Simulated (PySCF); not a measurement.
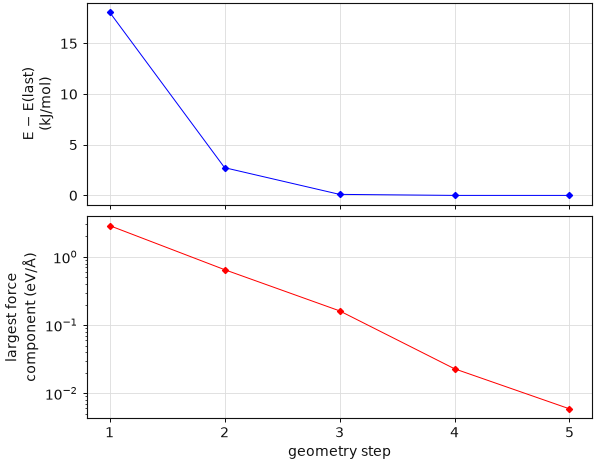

History of a geometry optimisation. The start has point group C∞v, which is kept. A held symmetry can leave a saddle point.

System: BiOBr molecule.
Method: RKS-based PBE0, Bi def2-TZVP with ECP60, O def2-TZVP, Br def2-TZVP; non-relativistic Hamiltonian with scalar-relativistic core potentials; density fitting in PySCF.

Q: How did it end, and what did it gain?

A: The optimisation met its thresholds at geometry 5, counting the start as the first. The energy fell by about 18 kJ/mol from the first step to the last. The largest force component goes from about 2.9 eV/Å at the start to 6 × 10⁻³ eV/Å at the end.
